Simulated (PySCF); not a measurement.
## Two runs on C$_{2}$H$_{2}$F$_{4}$

System: C$_{2}$H$_{2}$F$_{4}$ (1,1,1,2-tetrafluoroethane).
Method of the first run: GIAO PBE0/pcSseg-1 NMR shielding, non-relativistic, IEF-PCM chloroform (PySCF 2.14.0).

The geometry comes from this level: PBE0-D3(BJ)/def2-SVP. Text and figures count atoms from 1; the logs count them from 0 in places.

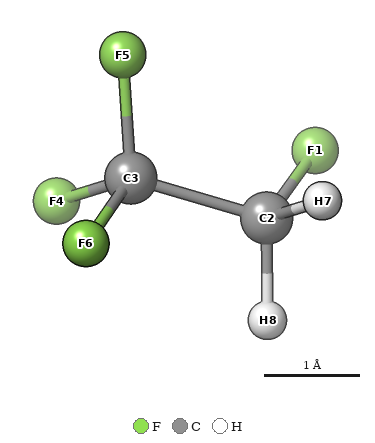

Fig. 1: The structure as given in the input (ball-and-stick view, seen at a tilt; atoms are numbered from 1 in the order of the input). Bond lengths as drawn: C–C 1.51 Å, C–F 1.33 to 1.36 Å and C–H 1.10 Å.

The input, the first run:
```
{"job": {"kind": "nmr", "xc": "PBE0", "basis": "pcSseg-1", "solvent": "chloroform", "pop": false}, "charge": 0, "multiplicity": 1}
F     -0.684935    -1.087689     1.217603
C     -0.350204     0.118875     0.695036
C      0.326545    -0.068033    -0.645747
F     -0.481111    -0.653494    -1.525903
F      1.426194    -0.809756    -0.540191
F      0.673412     1.128514    -1.127904
H      0.347478     0.646855     1.364481
H     -1.251465     0.734793     0.545327
```

The first line tells a small driver script what to run in PySCF; the rest is the geometry in Å.

Launched with:
```bash
OMP_NUM_THREADS=1 python <driver script> task.json out
```

Hardware: 1 CPU thread, shared host.

Output (the first run):
```
coarse grid: 7760 points
cycle   1  E = -476.0935617706  dE =  9.271e-01  |g| = 9.230e-01  |ddm| = 2.328e+00
cycle   2  E = -475.9520741460  dE =  1.415e-01  |g| = 1.367e+00  |ddm| = 1.008e+00
cycle   3  E = -476.2303583712  dE = -2.783e-01  |g| = 4.019e-02  |ddm| = 6.124e-01
cycle   4  E = -476.2305458124  dE = -1.874e-04  |g| = 2.291e-02  |ddm| = 3.149e-02
cycle   5  E = -476.2306345247  dE = -8.871e-05  |g| = 6.488e-03  |ddm| = 1.459e-02
cycle   6  E = -476.2306404637  dE = -5.939e-06  |g| = 1.700e-03  |ddm| = 3.357e-03
final grid: 79576 points
cycle   7  E = -476.2908763858  dE = -3.816e-05  |g| = 6.631e-03  |ddm| = 1.510e-02
cycle   8  E = -476.2908701261  dE =  6.260e-06  |g| = 9.440e-03  |ddm| = 8.003e-03
cycle   9  E = -476.2908843390  dE = -1.421e-05  |g| = 5.130e-04  |ddm| = 4.318e-03
cycle  10  E = -476.2908843861  dE = -4.704e-08  |g| = 1.536e-04  |ddm| = 4.527e-04
cycle  11  E = -476.2908843900  dE = -3.951e-09  |g| = 3.971e-05  |ddm| = 1.060e-04
cycle  12  E = -476.2908843902  dE = -2.120e-10  |g| = 1.285e-05  |ddm| = 2.670e-05
converged SCF energy = -476.2908843902

GIAO shielding tensors (ppm)
atom      isotropic    diamagn.    paramagn.     s11        s22        s33       span
  0 F      445.721     470.267     -24.546    420.010    434.236    482.917     62.907
  1 C      103.421     243.411    -139.990     81.838     81.939    146.488     64.650
  2 C       56.390     240.870    -184.480     52.104     54.173     62.892     10.787
  3 F      270.157     472.712    -202.555    187.395    275.652    347.424    160.029
  4 F      270.685     472.701    -202.016    187.527    277.094    347.433    159.906
  5 F      271.289     472.821    -201.532    189.805    278.322    345.740    155.936
  6 H       26.550      27.213      -0.664     22.974     26.799     29.876      6.902
  7 H       26.537      27.203      -0.666     23.017     26.747     29.848      6.831
```

For the second run the input was changed thus:
```diff
-"xc": "PBE0"
+"xc": "WP04"
```

Predict how the results change.

The total energies belong to different methods, so their difference says nothing on which is more stable or more accurate. The HOMO goes from −10.30 to −11.70 eV. The LUMO goes from 1.86 to −0.36 eV. The dipole moment goes from 2.30 to 2.47 D. Of all shieldings, the largest change is that of F1, by −16.9 ppm. The functional changes from PBE0 to WP04. Exact exchange removes part of the self-interaction error of semilocal functionals, which pushes filled and empty levels apart. The SCF takes 13 iterations against 12.

Output (the second run):
```
coarse grid: 7760 points
cycle   1  E = -484.9392710477  dE =  9.386e-01  |g| = 1.409e+00  |ddm| = 2.383e+00
cycle   2  E = -484.4502075229  dE =  4.891e-01  |g| = 2.309e+00  |ddm| = 1.575e+00
cycle   3  E = -485.2138838884  dE = -7.637e-01  |g| = 1.140e-01  |ddm| = 1.061e+00
cycle   4  E = -485.2162152715  dE = -2.331e-03  |g| = 5.120e-02  |ddm| = 1.038e-01
cycle   5  E = -485.2167084698  dE = -4.932e-04  |g| = 1.543e-02  |ddm| = 3.267e-02
cycle   6  E = -485.2167443777  dE = -3.591e-05  |g| = 3.613e-03  |ddm| = 8.234e-03
cycle   7  E = -485.2167461862  dE = -1.809e-06  |g| = 7.372e-04  |ddm| = 2.131e-03
final grid: 79576 points
cycle   8  E = -485.2971589995  dE = -5.126e-05  |g| = 8.675e-03  |ddm| = 1.928e-02
cycle   9  E = -485.2971432655  dE =  1.573e-05  |g| = 1.344e-02  |ddm| = 1.038e-02
cycle  10  E = -485.2971714570  dE = -2.819e-05  |g| = 7.601e-04  |ddm| = 6.026e-03
cycle  11  E = -485.2971715605  dE = -1.035e-07  |g| = 1.962e-04  |ddm| = 6.057e-04
cycle  12  E = -485.2971715670  dE = -6.442e-09  |g| = 3.548e-05  |ddm| = 1.221e-04
cycle  13  E = -485.2971715671  dE = -1.077e-10  |g| = 2.068e-05  |ddm| = 2.323e-05
converged SCF energy = -485.2971715671

GIAO shielding tensors (ppm)
atom      isotropic    diamagn.    paramagn.     s11        s22        s33       span
  0 F      428.860     473.545     -44.685    407.839    422.243    456.497     48.659
  1 C       89.692     244.252    -154.560     67.605     68.629    132.841     65.235
  2 C       39.796     242.317    -202.521     35.636     37.841     45.911     10.275
  3 F      266.809     475.367    -208.558    179.196    267.350    353.881    174.685
  4 F      267.226     475.357    -208.131    179.207    268.631    353.840    174.633
  5 F      268.512     475.463    -206.951    181.809    269.541    354.185    172.376
  6 H       26.819      27.575      -0.755     23.434     27.079     29.945      6.510
  7 H       26.810      27.565      -0.755     23.473     27.032     29.923      6.450
```

The two runs side by side:

| quantity | the first run | the second run |
| --- | --- | --- |
| outcome | converged | converged |
| total energy (hartree) | −476.290884 | −485.297172 |
| HOMO (eV) | −10.30 | −11.70 |
| LUMO (eV) | 1.86 | −0.36 |
| dipole moment (D) | 2.30 | 2.47 |
| shielding of F1 (ppm) | 445.7 | 428.9 |
| shielding of C2 (ppm) | 103.4 | 89.7 |
| shielding of C3 (ppm) | 56.4 | 39.8 |
| shielding of F4 (ppm) | 270.2 | 266.8 |
| shielding of F5 (ppm) | 270.7 | 267.2 |
| shielding of F6 (ppm) | 271.3 | 268.5 |
| shielding of H8 (ppm) | 26.5 | 26.8 |
| SCF iterations | 12 | 13 |
| basis functions | 112 | 112 |
| wall time (shared host) | 16 s | 17 s |
